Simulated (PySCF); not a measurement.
**SiC (charge −1, doublet): density, localisation and related maps**

```csv
atom,x (Å),y (Å),z (Å)
Si,0.0000,0.0000,-0.5052
C,0.0000,0.0000,1.1778
```

⟨S²⟩ = 0.82, above the pure value of 0.75.

Method: PBE0/aug-cc-pVDZ(-PP), non-relativistic Hamiltonian with scalar-relativistic core potentials where named, at a bond length of 1.683 Å (PySCF 2.14.0).

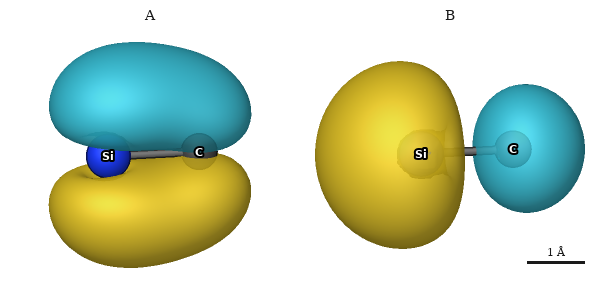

Figure 1. Two frontier β-spin orbitals, each drawn at the value that holds 80 % of its norm (yellow and cyan are the two phases), in no order; of a degenerate pair one member is drawn.

Label each orbital by symmetry, say whether it is occupied, and order them by energy.

Orbital B: σ, occupied in this spin, −3.41 eV; mainly on Si (75 %).
Orbital A: π, occupied in this spin, −0.34 eV; bonding, with no node between the atoms.

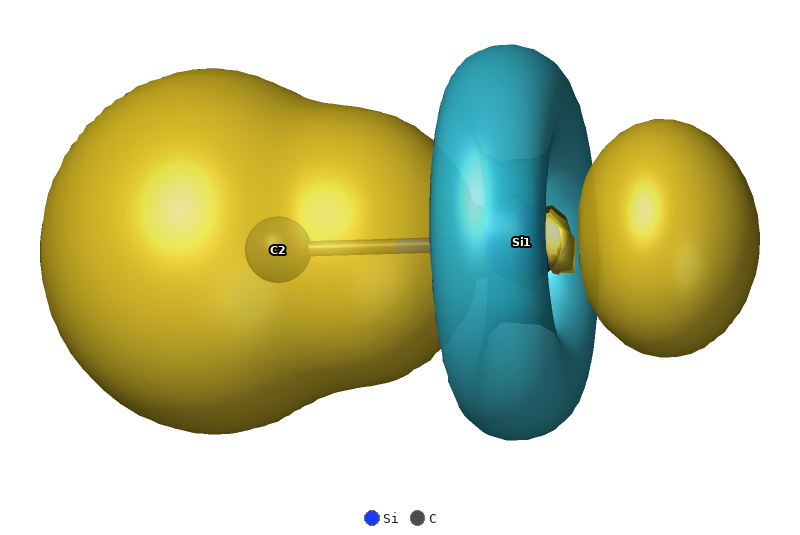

Figure 2. Isosurfaces of the spin density (α minus β) at +0.02 (yellow) and −0.02 e/Å³ (cyan), seen from one side.

Which atoms carry the spin?

The unpaired spin (1 electron) lies mostly on C2 (about 1.0), in electrons by Hirshfeld's partition.

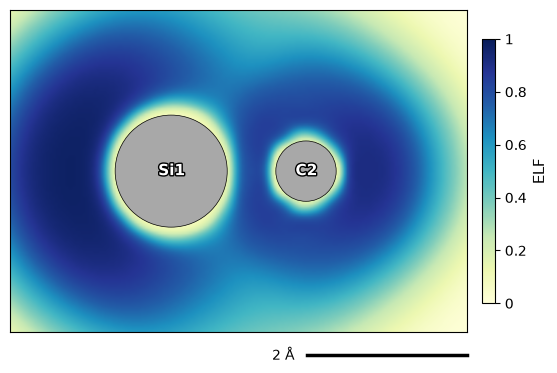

Figure 3. ELF on a plane that holds the molecular axis. Grey discs cover the atomic cores.

What does the map show?

The section cuts through Si and C sites.
C–Si (1.68 Å): the ELF peaks at about 0.80 between the atoms; a covalent bond.
The ELF also peaks beside Si1 and C2, away from the bonds: non-bonding electrons, paired or unpaired.
